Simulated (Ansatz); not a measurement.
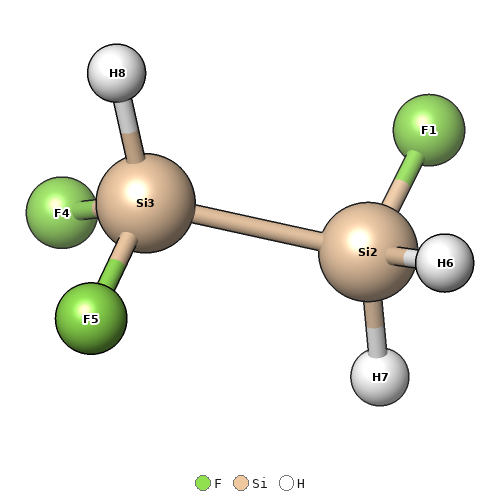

The system is F3H3Si2, SMILES F[SiH2][SiH](F)F; the picture shows the reference structure. The first coordinate is: bond length Si2–Si3; the second: bond length Si2–H6. Nothing is relaxed (all other coordinates rigid). Grid: 15 × 15 points. Points are written as (first, second). Energies are in kcal/mol, from the lowest grid point. All numbers below come from Ansatz 0.2.0, RKS PBE0-D4/def2-SVP.

Its coordinates:

```tsv
atom	x (Å)	y (Å)	z (Å)
F	-0.3201	0.3034	2.2431
Si	-0.1003	0.9314	0.7549
Si	0.2544	-0.8521	-0.7248
F	-1.1236	-1.6819	-0.8983
F	0.6068	-0.2005	-2.1657
H	1.0889	1.8299	0.7913
H	-1.3151	1.7024	0.3673
H	1.3293	-1.8162	-0.3749
```

Range: bond length Si2–Si3 from 2.063 to 2.931 Å; bond length Si2–H6 from 1.252 to 1.938 Å.

Predict the map.

Answer. The lowest grid point is at (2.373 Å, 1.497 Å). No other kind of well shows on this grid. The highest grid point, (2.931 Å, 1.938 Å), lies 46.3 kcal/mol above the lowest. Round the minimum the two coordinates are nearly uncoupled.

```csv
"bond length Si2–H6 ↓, bond length Si2–Si3 →",2.063,2.125,2.187,2.249,2.311,2.373,2.435,2.497,2.559,2.621,2.683,2.745,2.807,2.869,2.931
1.938,36.9,30.6,26.4,24.0,22.8,22.8,23.7,25.3,27.4,30.0,32.9,36.1,39.4,42.8,46.3
1.889,33.2,26.9,22.8,20.3,19.2,19.1,20.0,21.6,23.7,26.3,29.2,32.4,35.7,39.2,42.7
1.840,29.7,23.4,19.2,16.7,15.6,15.6,16.5,18.1,20.2,22.8,25.7,28.9,32.2,35.6,39.1
1.791,26.4,20.1,15.9,13.4,12.3,12.3,13.1,14.7,16.8,19.4,22.3,25.5,28.9,32.3,35.8
1.742,23.3,17.0,12.8,10.3,9.2,9.2,10.0,11.6,13.7,16.3,19.2,22.4,25.7,29.1,32.7
1.693,20.6,14.3,10.0,7.5,6.4,6.4,7.2,8.7,10.9,13.4,16.3,19.5,22.8,26.3,29.8
1.644,18.1,11.8,7.6,5.1,4.0,3.9,4.8,6.3,8.4,10.9,13.8,17.0,20.3,23.8,27.3
1.595,16.2,9.9,5.6,3.1,2.0,1.9,2.8,4.3,6.4,8.9,11.8,15.0,18.3,21.7,25.3
1.546,14.9,8.5,4.3,1.8,0.6,0.6,1.4,3.0,5.1,7.6,10.4,13.6,16.9,20.3,23.9
1.497,14.3,8.0,3.7,1.2,0.0,0.0,0.8,2.4,4.5,7.0,9.9,13.0,16.3,19.7,23.2
1.448,14.8,8.4,4.2,1.6,0.5,0.4,1.2,2.8,4.9,7.4,10.2,13.4,16.7,20.1,23.6
1.399,16.4,10.1,5.8,3.2,2.1,2.0,2.8,4.4,6.5,9.0,11.8,14.9,18.3,21.7,25.2
1.350,19.6,13.2,8.9,6.4,5.2,5.1,5.9,7.5,9.6,12.1,14.9,18.0,21.3,24.8,28.3
1.301,24.6,18.2,13.9,11.3,10.1,10.1,10.9,12.4,14.5,17.0,19.8,22.9,26.2,29.7,33.2
1.252,31.8,25.4,21.1,18.5,17.3,17.2,18.0,19.5,21.6,24.1,26.9,30.0,33.3,36.8,40.3
```

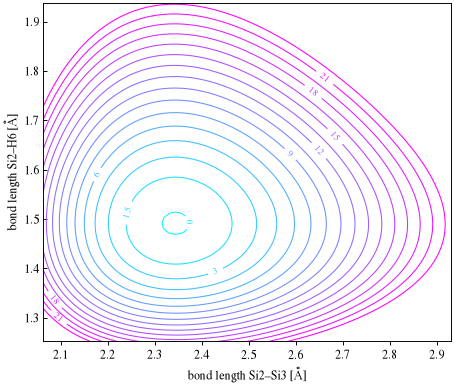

In the figure: contour lines labelled in kcal/mol (none above 22.5). Between grid points the surface is interpolated.

Each point was launched as `ansatz run input.yaml --threads 1 --pin off --max-ram 2560MiB --backend cpu --events-out ev --progress --plain --runs-dir out`. The whole map (225 points run) took 9.7 min on 1 thread of Intel(R) Xeon(R) Platinum 8488C (Sapphire Rapids), on a shared host.
